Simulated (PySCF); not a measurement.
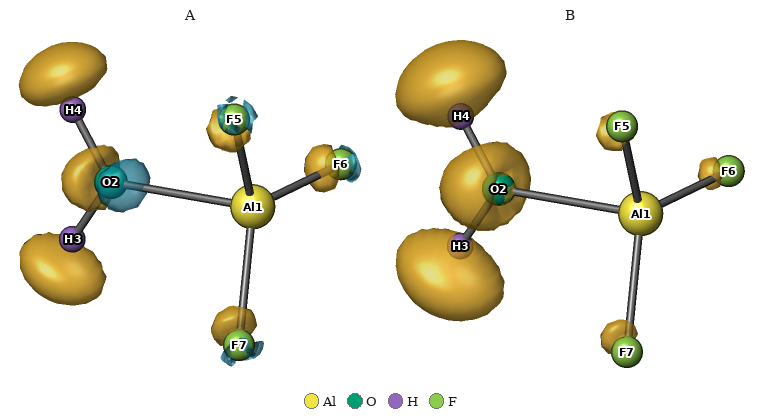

Figure. Al(H2O)F3 (AlF3H2O). The Fukui function f⁺ from two separate SCF calculations and the density of the LUMO, at ±0.05 e/Å³ (yellow positive, teal negative).

Level of theory: B3LYP/6-31G* (PySCF), at a geometry from GFN2-xTB. No frequency check shows the geometry to be a minimum.

The calculation's input:

```python
import numpy as np
from pyscf import gto, scf, dft
from pyscf.scf import atom_ks, atom_hf
from scipy.linalg import block_diag

def solve(mol, dm0=None, hcore=None):
    mf = (dft.UKS if mol.spin else dft.RKS)(mol, xc='b3lyp')
    mf.grids.level = 3
    mf = mf.density_fit(auxbasis='def2-universal-jkfit')
    mf.conv_tol, mf.max_cycle = 1e-8, 80
    if hcore is not None:
        mf.get_hcore = lambda *args: hcore
    mf.kernel(dm0)
    if not mf.converged:
        mf = mf.newton().run(mf.mo_coeff, mf.mo_occ, max_cycle=30)
    assert mf.converged, 'SCF not converged'
    return mf

mol = gto.M(atom='''
Al     0.24267    -0.07289     0.08965
O     -1.47988     0.44449    -0.49492
H     -2.19188    -0.17982    -0.66438
H     -1.71991     1.34253    -0.74226
F      0.60250     1.28482     0.94825
F      1.01074    -0.25739    -1.35602
F     -0.21368    -1.44644     0.87450
''', basis='6-31g*', charge=0, spin=0, verbose=4)
mf = solve(mol)
out = dict(e0=mf.e_tot, dm0=mf.make_rdm1(), c=mf.mo_coeff, occ=mf.mo_occ, eps=mf.mo_energy)
for name, dq, spin in [('cation', 1, 1), ('anion', -1, 1)]:
    ion = mol.copy().set(charge=mol.charge + dq, spin=spin).build()
    mi = solve(ion)
    if spin and dq > 0 and mol.nao < 130:
        c, _, stable, _ = mi.stability(return_status=True)
        if not stable:
            mi = solve(ion, mi.make_rdm1(c, mi.mo_occ))
    print(name, 'vertical energy change / eV', (mi.e_tot - mf.e_tot) * 27.211386)
    out.update({'e_' + name: mi.e_tot, 'dm_' + name: mi.make_rdm1(), 's2_' + name: mi.spin_square()[0], 'eps_' + name: mi.mo_energy, 'occ_' + name: mi.mo_occ})
# spherically averaged free atoms, for the promolecule
atm = atom_ks.get_atm_nrks(mol, xc='b3lyp')
pro = block_diag(*[(atm[a[0]][2] * atm[a[0]][3]) @ atm[a[0]][2].T for a in mol._atom])
np.savez('result.npz', pro=pro, **out)
```

Launched as:

```sh
OMP_NUM_THREADS=1 python input.py
```

The run took 92 s on 1 thread of Arm Neoverse V1, with other jobs on the host, peak memory 0.45 GiB.

Partitions, critical points and surface values were worked out afterwards from this run's density.

> Which panel is which, and how good is the frozen-orbital picture?

A is f⁺ (it has negative regions), B the LUMO density. The LUMO lies on H3 and H4 (26 % each), O2 (22 %) and Al1 (19 %); f⁺ (Hirshfeld-condensed) is largest on Al1 (0.31), H4 (0.21) and H3 (0.21); the vertical electron affinity is −1.53 eV (the stability of the anion's solution wasn't checked; negative, but this basis has no diffuse functions, so it doesn't show that the anion is unbound). Relaxation shifts 19 % of the electron between atoms. The orbital energy is −0.69 eV.
